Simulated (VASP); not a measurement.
Here is the system:

```xyz
8
Lattice="5.3230 0.0000 0.0000 0.0000 5.3230 0.0000 0.0000 0.0000 5.3230" Properties=species:S:1:pos:R:3 pbc="T T T"
Hf     1.3308     0.0000     2.6615
Hf     3.9923     0.0000     2.6615
Hf     0.0000     2.6615     1.3308
Hf     0.0000     2.6615     3.9923
Hf     2.6615     1.3308     0.0000
Hf     2.6615     3.9923     0.0000
Si     0.0000     0.0000     0.0000
Si     2.6615     2.6615     2.6615
```

Computed with PBEsol GGA, VASP's PBE PAW potentials (set 64) (plane waves; VASP). Numerical set-up: 400 eV cut-off, 7×7×7 Γ-centred mesh, tetrahedra with Blöchl corrections, potentials Hf_pv Si.

Unless said otherwise, spin-orbit coupling is left out, though it shifts the bands of the heavy elements here.

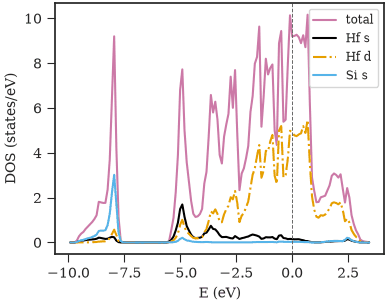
Total and projected density of states, zero at the Fermi level

Within 2 eV below the Fermi level the largest weight inside VASP's projection spheres is Hf d, then Hf p.

It has no gap at this level: it comes out as a metal or semimetal.

The structure was generated: Hf3Si was put into the A15 type (Pm-3n), which need not be its known phase. It was relaxed first, which changed the volume by -16 %.
